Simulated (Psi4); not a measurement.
**CH3BCl2O (methoxydichloroborane): PBE/def2-TZVP (density fitting, sweep point 8)**

Aim: the vertical ionisation energy of CH3BCl2O (methoxydichloroborane) at PBE/def2-TZVP (density fitting, sweep point 8), from 2 runs. 

The results are computed with Psi4 1.11.

4 further runs of the same task are left out: 4 set aside as unsound or not needed. Runs told in other sessions of the task aren't counted.

## Step 1: The molecule

CH3BCl2O has 8 atoms, charge 0, and is taken as a singlet. As SMILES, `COB(Cl)Cl`. The coordinates come from a PBE0-D4/def2-TZVP relaxation.

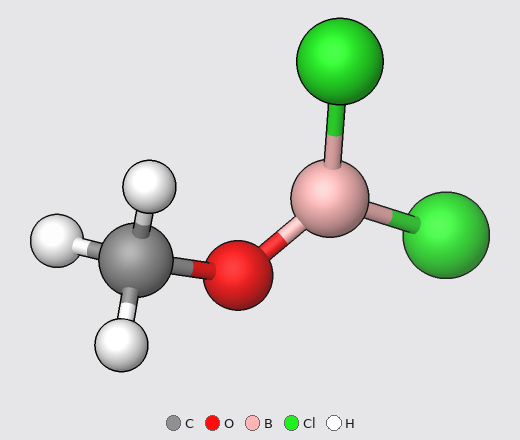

Viewed from a chosen angle; carbon grey, oxygen red, boron pink, chlorine green, hydrogen white.

## Step 2: A single-point energy at PBE/def2-TZVP (density fitting, sweep point 8)

Contents of input.dat:

```
memory 1.6 GB

molecule molecule1 {
  C     -0.32692262    -1.21717260     1.77709845
  O      0.00018897    -1.03386916    -0.87362039
  B      0.40251166     1.08375793    -2.16846073
  Cl     0.72357613     0.86114819    -5.45677316
  Cl     0.62701113     4.08313124    -0.73623730
  H      0.85434518    -2.76353548     2.45154170
  H      0.19690946     0.53290277     2.73103220
  H     -2.30319820    -1.65426625     2.16978354
  units au
  symmetry c1
}

set {
  basis                def2-TZVP
  reference            rks
  puream               true
  scf_type             df
  dft_radial_points    250
  dft_spherical_points 1202
}

E = energy("pbe")
print_variables()
```

Launch:

```
psi4 -n 1 input.dat output.dat
```

output.dat (excerpt; [...] marks lines left out):

```text
[...]
  Running in c1 symmetry.
[...]
  Nuclear repulsion =  258.744131179342617
[...]
  Multiplicity = 1
[...]
  Nalpha       = 28
  Nbeta        = 28
[...]
    Number of basis functions: 185
[...]
   @DF-RKS iter   1: -1059.64721701542157    5.18862e-02   5.21208e-03 DIIS/ADIIS
[...]
   @DF-RKS iter   9: -1060.04536748672035   -6.33888e-07   7.90189e-07 DIIS
[...]
    Orbital Energies [Eh]
    ---------------------
    Doubly Occupied:
       1A   -100.664584     2A   -100.658116     3A    -18.798977
       4A     -9.948081     5A     -9.180398     6A     -9.173991
       7A     -7.000892     8A     -6.995507     9A     -6.994644
      10A     -6.993851    11A     -6.989078    12A     -6.987279
      13A     -6.606577    14A     -0.984305    15A     -0.782818
      16A     -0.754663    17A     -0.659935    18A     -0.502775
      19A     -0.443619    20A     -0.435620    21A     -0.431874
      22A     -0.370247    23A     -0.345723    24A     -0.306001
      25A     -0.303928    26A     -0.293674    27A     -0.283379
      28A     -0.273802
[...]
  @DF-RKS Final Energy: -1060.04536748672035
   => Energetics <=
    Nuclear Repulsion Energy =            258.7441311793426166
    One-Electron Energy =               -1975.9137187316430300
    Two-Electron Energy =                 732.3600607978022481
    DFT Exchange-Correlation Energy =     -75.2358407322221723
    Empirical Dispersion Energy =           0.0000000000000000
    VV10 Nonlocal Energy =                  0.0000000000000000
    Total Energy =                      -1060.0453674867203517
[...]
 Multipole Moments:
 ------------------------------------------------------------------------------------
     Multipole            Electronic (a.u.)      Nuclear  (a.u.)        Total (a.u.)
 ------------------------------------------------------------------------------------
 L = 1.  Multiply by 2.5417464519 to convert [e a0] to [Debye]
 Dipole X            :          1.3426643           -1.4856430           -0.1429787
 Dipole Y            :          4.5567491           -4.8950799           -0.3383308
 Dipole Z            :         -6.9140897            7.7744370            0.8603473
 Magnitude           :                                                    0.9354722
[...]
```

It took 1.8 min on 1 thread of Intel Xeon 6975P-C (Granite Rapids), shared host; peak memory 1.6 GiB.

## Step 3: The doublet cation, same level

Contents of calc.in:

```
memory 1600 mb

molecule molecule1 {
  1 2
  C     -0.32692262    -1.21717260     1.77709845
  O      0.00018897    -1.03386916    -0.87362039
  B      0.40251166     1.08375793    -2.16846073
  Cl     0.72357613     0.86114819    -5.45677316
  Cl     0.62701113     4.08313124    -0.73623730
  H      0.85434518    -2.76353548     2.45154170
  H      0.19690946     0.53290277     2.73103220
  H     -2.30319820    -1.65426625     2.16978354
  units au
  symmetry c1
}

set {
  basis def2-TZVP
  reference uks
  puream true
  scf_type df
  dft_radial_points 250
  dft_spherical_points 1202
  maxiter 100
}

energy_value, wavefunction = energy('pbe', return_wfn=True)
```

Launch:

```
psi4 -i calc.in -o calc.out -n 1
```

calc.out (excerpt; [...] marks lines left out):

```text
[...]
  Running in c1 symmetry.
[...]
  Nuclear repulsion =  258.744131179342617
[...]
  Multiplicity = 2
[...]
  Nalpha       = 28
  Nbeta        = 27
[...]
    Number of basis functions: 185
[...]
   @DF-UKS iter   1: -1059.27414070215423    4.24963e-01   4.98664e-03 ADIIS/DIIS
[...]
   @DF-UKS iter  35: -1059.65727637794589   -5.02266e-08   1.75592e-07 DIIS
[...]
   @S^2 Observed:                7.523680692E-01
[...]
    Orbital Energies [Eh]
    ---------------------
    Alpha Occupied:
       1A   -100.921215     2A   -100.917683     3A    -19.046999
       4A    -10.152272     5A     -9.433831     6A     -9.430610
       7A     -7.255071     8A     -7.251990     9A     -7.250980
      10A     -7.248577    11A     -7.245890    12A     -7.243412
      13A     -6.839134    14A     -1.221507    15A     -1.026594
      16A     -0.999353    17A     -0.874913    18A     -0.720628
      19A     -0.666811    20A     -0.662431    21A     -0.656738
      22A     -0.591836    23A     -0.570282    24A     -0.549432
      25A     -0.524779    26A     -0.523494    27A     -0.522259
      28A     -0.513826
    Alpha Virtual:
[...]
  @DF-UKS Final Energy: -1059.65727637794589
   => Energetics <=
    Nuclear Repulsion Energy =            258.7441311793426166
    One-Electron Energy =               -1962.6617286559117019
    Two-Electron Energy =                 719.1415054629188717
    DFT Exchange-Correlation Energy =     -74.8811843642957342
    Empirical Dispersion Energy =           0.0000000000000000
    VV10 Nonlocal Energy =                  0.0000000000000000
    Total Energy =                      -1059.6572763779458910
  UHF NO Occupations:
  HONO-2 :   26  A 1.9998002
  HONO-1 :   27  A 1.9993959
[...]
 Multipole Moments:
 ------------------------------------------------------------------------------------
     Multipole            Electronic (a.u.)      Nuclear  (a.u.)        Total (a.u.)
 ------------------------------------------------------------------------------------
 L = 1.  Multiply by 2.5417464519 to convert [e a0] to [Debye]
 Dipole X            :          1.2701022           -1.4856430           -0.2155408
 Dipole Y            :          4.3575775           -4.8950799           -0.5375024
 Dipole Z            :         -6.7368029            7.7744370            1.0376341
 Magnitude           :                                                    1.1882976
[...]
```

Run time: 8.5 min. Hardware: 1 thread of Intel Xeon 6975P-C (Granite Rapids), shared host; peak memory 1.6 GiB.

## Step 4: Summary of results

At PBE/def2-TZVP (density fitting, sweep point 8):

```
                                          quantity           value
                    singlet CH3BCl2O: total energy  -1060.04537 Eh
                   singlet CH3BCl2O: dipole moment          2.38 D
                     singlet CH3BCl2O: HOMO energy        -7.45 eV
                     singlet CH3BCl2O: LUMO energy        -1.20 eV
                   singlet CH3BCl2O: HOMO–LUMO gap         6.25 eV
                      doublet cation: total energy  -1059.65728 Eh
doublet cation: HOMO energy (highest over α and β)       -13.62 eV
 doublet cation: LUMO energy (lowest over α and β)       -13.56 eV
                              doublet cation: ⟨S²⟩           0.752
vertical ionisation energy (to the doublet cation)       10.560 eV
```

In words: Removing an electron at fixed nuclei costs 10.56 eV (1019 kJ/mol). The negative HOMO energy of the first species, 7.45 eV, lies 3.11 eV below that difference.
